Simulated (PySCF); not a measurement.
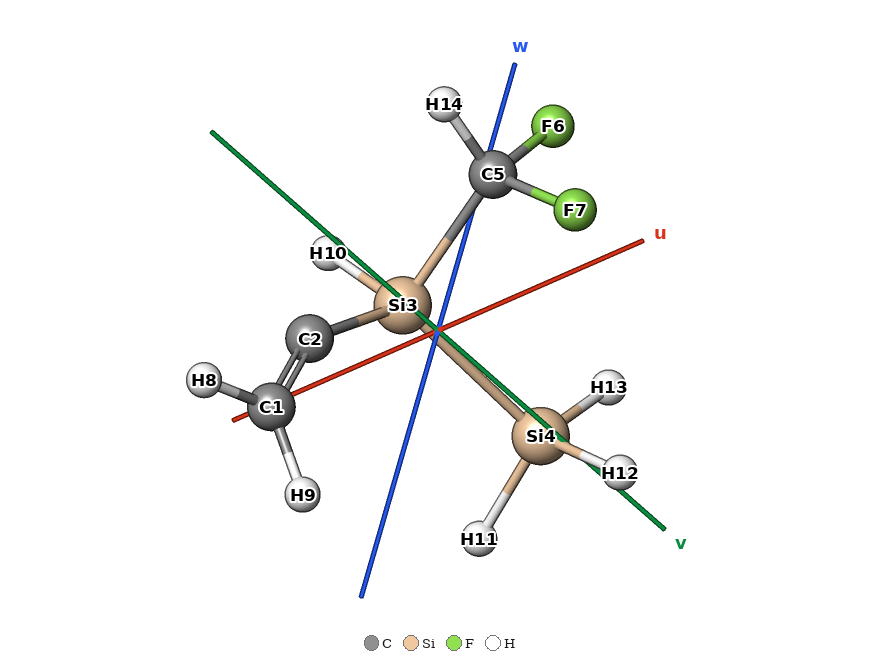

The lines u, v and w are the principal axes of the g tensor. Charge 0, doublet. Computed geometry: GFN2-xTB optimisation. No frequency run is at hand to confirm it as a minimum. Level of theory: UKS B3LYP, pcH-1 on C F H Si, non-relativistic, mean-field spin-orbit, GIAO (PySCF 2.14.0).

> Along which axis does g lie farthest from the free-electron value?

Along u: the shift is 762 ppm.

Give the principal values and shifts.

```
axis        g  shift (ppm)
   u  2.00308          762
   v  2.00201         −305
   w  2.00169         −628
```

The geometry is semi-empirical. Around Si such bond lengths and angles can be off by a tenth of an ångström or more and by several degrees, and values that hang on the shape move with them.
